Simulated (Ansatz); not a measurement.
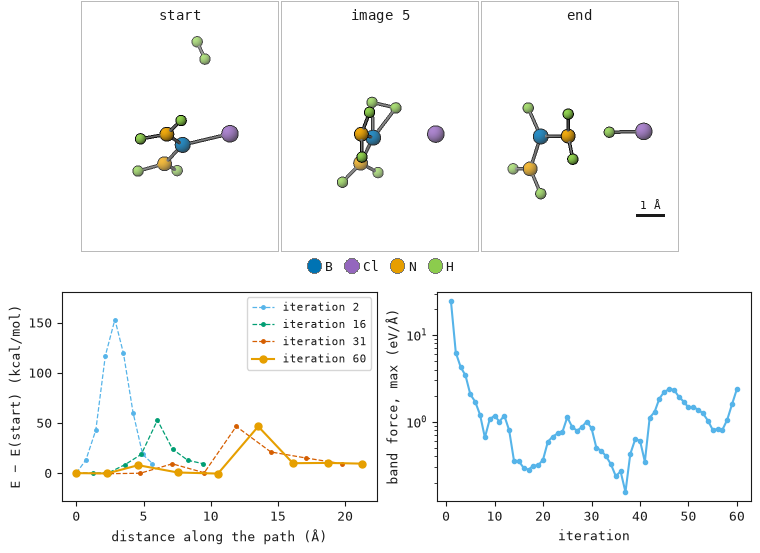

NEB run on BN2H6Cl, made up of BN2H4Cl and H₂. Images are numbered from 0 (start) to 8 (end). The plot follows the band through its iterations. Style: ball-and-stick. Shown from a free direction.

All numbers below come from RKS PBE/6-31G* in Ansatz 0.2.0.

The input:
```yaml
crystal:
  periodic: [false, false, false]
  atoms:
    - { symbol: B, position_ang: [-0.006098, -0.419791, -0.330301] }
    - { symbol: Cl, position_ang: [-0.007108, -0.77341, 1.447749] }
    - { symbol: "N", position_ang: [1.251475, -0.284608, -0.966844] }
    - { symbol: H, position_ang: [2.123399, -0.37008, -0.455082] }
    - { symbol: H, position_ang: [1.365247, -0.07663, -1.954972] }
    - { symbol: "N", position_ang: [-1.262821, -0.304371, -0.972338] }
    - { symbol: H, position_ang: [-2.135664, -0.403746, -0.464618] }
    - { symbol: H, position_ang: [-1.375234, -0.098488, -1.961121] }
    - { symbol: H, position_ang: [-0.167981, 3.064902, 2.024713] }
    - { symbol: H, position_ang: [-0.137617, 2.316123, 1.969112] }
basis:
  gaussian: { orbitals: "6-31G*" }
hamiltonian:
  xc: pbe
neb:
  order_check: false
  images: 7
  f_tol: 0.05
  max_iterations: 60
  initial_path: linear
  final_atoms:
    - { symbol: B, position_ang: [0.20835304, 0.89322606, -0.67215225] }
    - { symbol: Cl, position_ang: [-0.8287497, -0.46121671, 2.73800447] }
    - { symbol: "N", position_ang: [1.34538995, 0.17029758, -1.07442847] }
    - { symbol: H, position_ang: [1.41412564, -0.84589095, -1.08454009] }
    - { symbol: H, position_ang: [2.22700957, 0.63397534, -1.27335017] }
    - { symbol: "N", position_ang: [-1.01583147, 0.22084887, -0.24756817] }
    - { symbol: H, position_ang: [-1.19414654, -0.73467812, -0.56795396] }
    - { symbol: H, position_ang: [-1.87535434, 0.77081964, -0.28188944] }
    - { symbol: H, position_ang: [0.24724255, 2.09581591, -0.61733152] }
    - { symbol: H, position_ang: [-0.8804407, -0.09329662, 1.41750761] }
```

Command:
```bash
ansatz run input.yaml --threads 1 --pin off --max-ram 2048MiB --backend cpu --events-out ev --progress --plain --runs-dir out
```

How did the profile develop, and is the result final?

Answer. The result isn't final. The band hadn't converged when the run stopped after 60 iterations. The largest component of the band force went from 24 to 2.4 eV/Å. The barrier read from it is provisional, though the highest image hardly moved in the last two iterations. The straight starting path can push atoms close together and costs iterations. The first iteration put the highest image at 360.2 kcal/mol. Forward barrier 46.6 kcal/mol, backward barrier 37.1 kcal/mol, with image 5 at the top; the reaction energy is +9.5 kcal/mol. Image 4 lies below both ends, at −0.4 kcal/mol, which may mean an intermediate minimum or an end that is no minimum.

Limits of the set-up: the start holds two separate molecules, 3.1 Å apart at their closest, whose relative position is a soft coordinate and is computed without a dispersion correction.
